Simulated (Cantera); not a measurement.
Charge: 1 mol Ti(OiPr)4, 1.5 mol H2, equilibrated at 1250 K.

Method: chemical equilibrium by Gibbs-energy minimisation in Cantera with the NASA 1993 tables (ideal gas, pure condensed phases). Candidate condensed phases: C, C6H6, C7H8, C8H18, H2O, Ti, TiC, TiO, TiO2, Ti2O3, Ti3O5, Ti4O7; 113 gas species. The feed counts by its element totals alone. Mutual solubility and eutectic melting of coexisting phases are not modelled. TiC: taken at fixed stoichiometry. Condensed phases not in the tables: Magnéli phases beyond Ti4O7. Rates play no part.

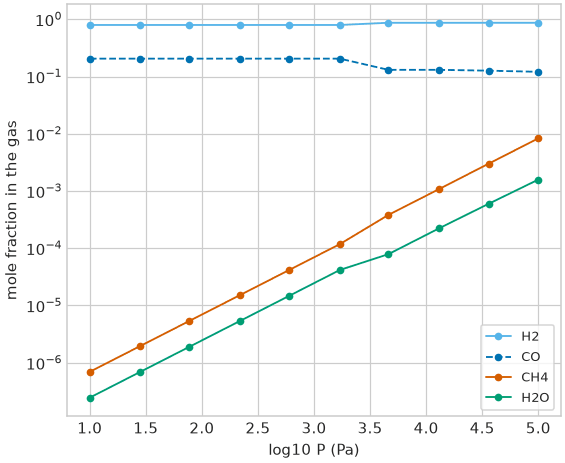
Equilibrium gas composition (values under 1e-9 drawn at 1e-9)

Read off the mole fractions at 0.130 bar.

H2 about 0.87, CO about 0.13, CH4 about 0.0011, H2O about 0.00022.
